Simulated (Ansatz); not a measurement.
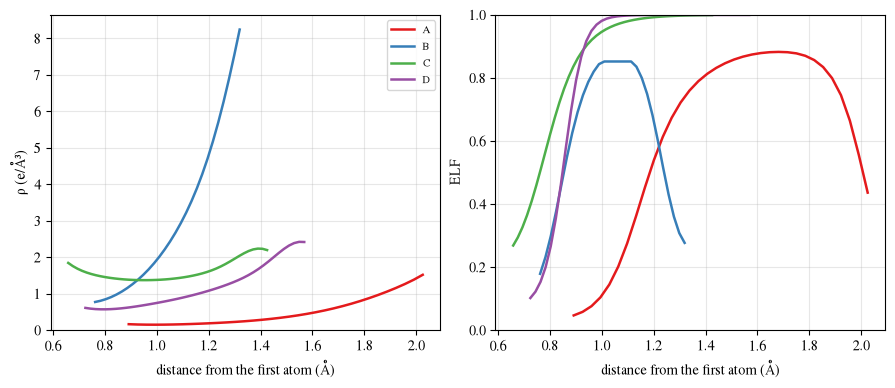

The picture shows: AlBrF$_{2}$H$_{2}$. Total electron density and electron localisation function along straight lines between neighbouring atoms. The curves leave out the atomic cores.

The product side of a reaction path; geometry: PBE0-D4/def2-TZVP.

Theory: RKS PBE0-D4/def2-TZVPP in Ansatz 0.2.0.

```xyz
6

Al   -0.8434   -0.1919    0.1064
Br    1.8987   -0.2222   -0.0231
F    -1.0631   -1.4408   -0.9484
F    -0.9277   -0.5601    1.7120
H     1.9796    1.1274   -0.4738
H    -1.0440    1.2877   -0.3732
```

Which curve belongs to which contact (Al–Br, Al–F, Al–H and Br–H)? The first atom named is at distance zero.

Curve A: Al–Br (2.75 Å): the density is about 0.26 e/Å³ at the midpoint, with its minimum of 0.15 e/Å³ about 1.0 Å from Al; the ELF peaks at about 0.90 in the valence shell of Br, 1.1 Å from its nucleus, and is about 0.80 at the midpoint. Curve B: Al–F (1.65 Å): ρ is about 0.91 e/Å³ halfway; the ELF peaks at about 0.85 in the valence shell of F, 0.6 Å from its nucleus, and is about 0.40 at the midpoint. Curve C: Br–H (1.43 Å): the density is about 1.6 e/Å³ at the midpoint; the ELF climbs to about 1 towards the hydrogen, as it does in any bond to H. Curve D: Al–H (1.57 Å): ρ at the midpoint is about 0.57 e/Å³; the ELF climbs to about 1 towards the hydrogen.
